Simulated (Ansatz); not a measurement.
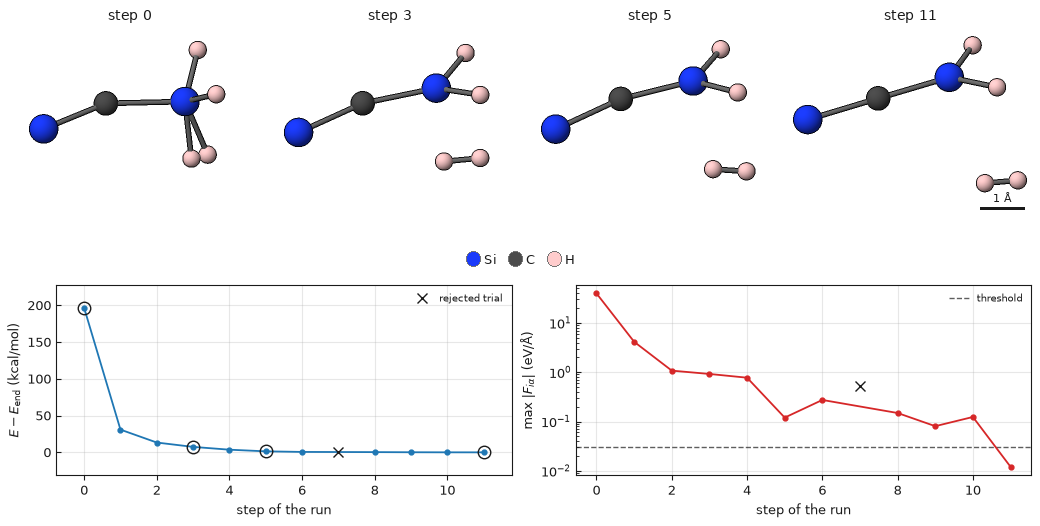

Frames of a relaxation of CH4Si2, marked on the history of the run. A ball-and-stick model, seen at a tilt.

It is one of the separated reactants of a reaction.

Computed with Ansatz, RKS PBE-D4/def2-SVP. Set-up: force threshold 0.03 eV/Å; at most 250 steps.

Question: What happens along the run?

Answer: The atom that moves furthest after the best rigid fit is an H atom (0.99 Å). By element the largest moves are H 0.99 Å, Si 0.75 Å, C 0.41 Å. Near-neighbour distances that change, for instance: H–Si 1.487 → 3.173 Å, H–Si 1.420 → 2.864 Å, H–H 0.410 → 0.770 Å, C–Si 1.825 → 1.713 Å. Bonds break: H–Si (1.42 → 2.86 Å), H–Si (1.49 → 3.17 Å). Bond angles that change, for instance: Si–C–Si 155.8° → 179.7°, C–Si–H 106.3° → 124.8°, C–Si–H 112.4° → 124.8°. The energy falls by 196.5 kcal/mol in 10 accepted moves (11 points after the start). Largest force component: 40 eV/Å at the start, 0.012 eV/Å at the end. The line search rejected the trial step at point 7 of the run. Cost: 13 s on 2 threads of Arm Neoverse V1, on a shared host. From step 0 to 3: a Si atom moves most (0.40 Å), energy −189.1 kcal/mol. From step 3 to 5: an H atom moves most (0.39 Å), energy −6.04 kcal/mol. From step 5 to 11: an H atom moves most (0.46 Å), energy −1.38 kcal/mol.
